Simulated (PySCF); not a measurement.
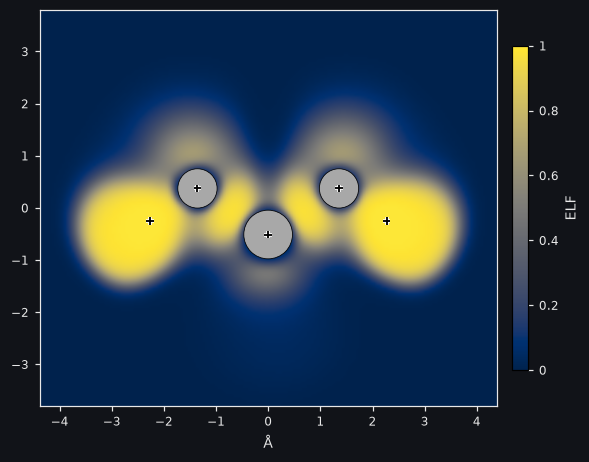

The electron localisation function on a plane through atoms (crosses mark nuclei in the plane; grey discs cover the cores).

These are results of DFT single point, gas phase, functional wB97X in PySCF, not measurements.

Candidates:
A. C₂H₇BCl (SMILES C[BH-](C)Cl) (charge −1)
B. C₂H₄Si (SMILES C#C[SiH3])
C. C₃H₉FSi (SMILES C[Si](C)(C)F)

Question: Which system is this?

Answer: Candidate A: C₂H₇BCl on the plane of atoms B2, C1 and H5, which holds C, B and H. C–B (1.62 Å): the ELF peaks at about 1 between the atoms, as expected for a covalent bond. C–H (1.10 Å): the ELF climbs to about 1 towards the hydrogen, as it does in any bond to H: a covalent bond by its length.
